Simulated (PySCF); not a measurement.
## A study: C₆H₅F, SMILES `Fc1ccccc1`

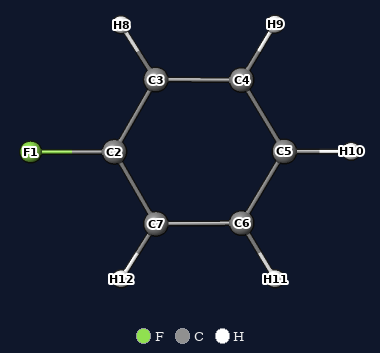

The molecule, with its atoms numbered as below. No frequency check shows the geometry to be a minimum.

Coordinates in Å:

```
F1       2.2747    0.0001    0.0000
C2       0.9240   -0.0001    0.0000
C3       0.2549   -1.2101    0.0000
C4      -1.1292   -1.2007    0.0000
C5      -1.8196    0.0000    0.0000
C6      -1.1292    1.2007    0.0000
C7       0.2549    1.2101    0.0000
H8       0.8146   -2.1322    0.0000
H9      -1.6687   -2.1357    0.0000
H10     -2.8990    0.0003    0.0000
H11     -1.6687    2.1357    0.0000
H12      0.8146    2.1322    0.0000
```

Part 1: Bonding charge

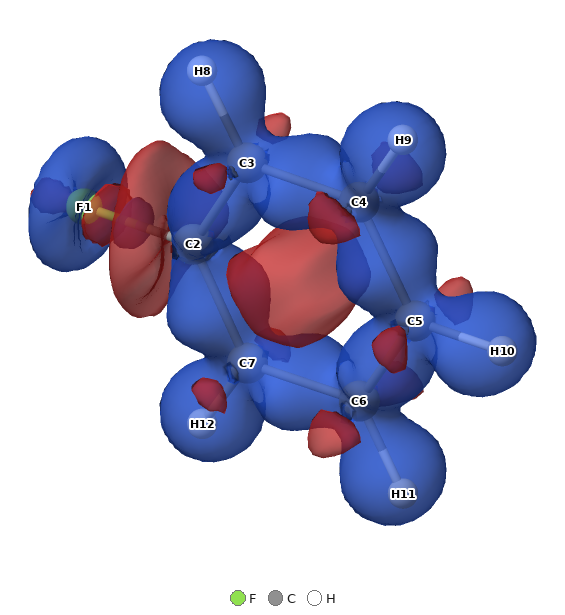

Deformation density (molecule less spherical, spin-averaged free atoms at the same positions), surfaces at ±0.1 e/Å³; blue: gain, red: loss.

Computed with PySCF, CAM-B3LYP/def2-SVPD, geometry: GFN2-xTB.

Question: Describe the bonding that the map shows.

Answer: C4–H9 and C6–H11: +0.75 e/Å³ at the bond critical point (bond length 1.08 Å). C5–H10: +0.74 e/Å³ at the bond critical point (bond length 1.08 Å). C3–H8 and C7–H12: +0.74 e/Å³ at the bond critical point (bond length 1.08 Å). C2–C3 and C2–C7: +0.68 e/Å³ at the bond critical point (bond length 1.38 Å). C5–C6 and C4–C5: +0.65 e/Å³ at the bond critical point (bond length 1.39 Å). C3–C4 and C6–C7: +0.64 e/Å³ at the bond critical point (bond length 1.38 Å). F1–C2: −0.02 e/Å³ at the bond critical point (bond length 1.35 Å); up to 0.6 Å beside the axis the gain reaches +0.24 e/Å³. In all, 2.9 electrons gather in the regions of gain relative to the promolecule. A small or negative value marks a very polar bond, one between electron-rich atoms, whose free-atom densities already overlap strongly, a long bond to a heavier atom, or a closed-shell contact such as a hydrogen bond.

Question: Where do the Hirshfeld charges lie?

Answer: The highest Hirshfeld charge is on C2 (+0.10 e), the lowest on F1 (−0.12 e).

```json
{"atom": "F1", "charge (e)": "−0.12"}
{"atom": "C2", "charge (e)": "+0.10"}
{"atom": "C3", "charge (e)": "−0.06"}
{"atom": "C4", "charge (e)": "−0.04"}
{"atom": "C5", "charge (e)": "−0.05"}
{"atom": "C6", "charge (e)": "−0.04"}
{"atom": "C7", "charge (e)": "−0.06"}
{"atom": "H8", "charge (e)": "+0.06"}
{"atom": "H9", "charge (e)": "+0.05"}
{"atom": "H10", "charge (e)": "+0.05"}
{"atom": "H11", "charge (e)": "+0.05"}
{"atom": "H12", "charge (e)": "+0.06"}
```

Part 2: Local ionisation energy

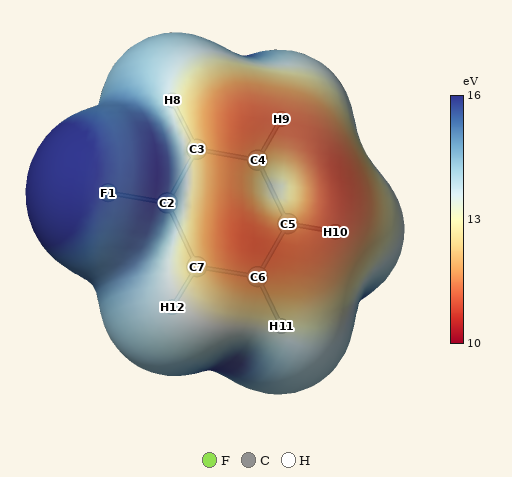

Average local ionisation energy on the surface of electron density 0.001 a.u.

Question: Where are the most loosely bound electrons on this surface?

Answer: The lowest value is 10.9 eV, off the molecular plane, over C5 (2.1 Å), and at like points elsewhere. Further minima include 11.1 eV, off the molecular plane, over C3 (2.0 Å), and at like points elsewhere. For comparison, the highest occupied orbital lies at −8.5 eV.

Part 3: Removing or adding an electron

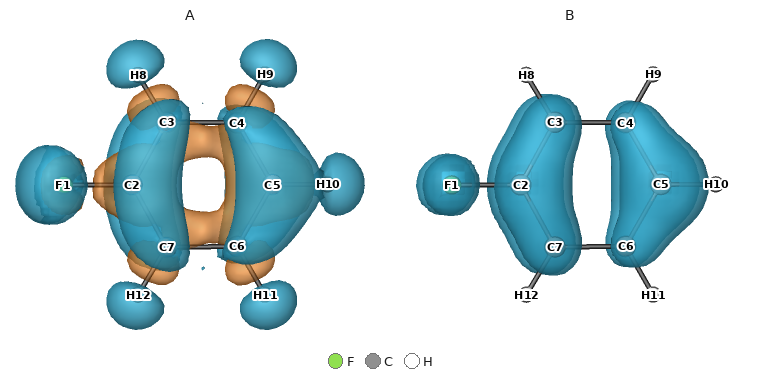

The Fukui function f⁻ from two separate SCF calculations and the density of the HOMO, at ±0.015 e/Å³ (light blue positive, orange negative).

Level of theory: TPSS/6-31+G* (PySCF), at a geometry from GFN2-xTB.

Question: Which panel is which, and how good is the frozen-orbital picture?

Answer: A is f⁻ (it has negative regions), B the HOMO density. The HOMO lies on C5 (24 %), C2 (21 %) and F1 (12 %); f⁻ (Hirshfeld-condensed) is largest on C5 (0.15), C2 (0.13) and F1 (0.12); the vertical ionisation energy is 9.05 eV (the stability of the cation's solution wasn't checked). Relaxation shifts 21 % of the electron between atoms. The orbital energy is −6.14 eV.

The PySCF runs shown took 20 s and 4.8 min on 1 thread of Intel(R) Xeon(R) Platinum 8488C (Sapphire Rapids), with other jobs on the host.
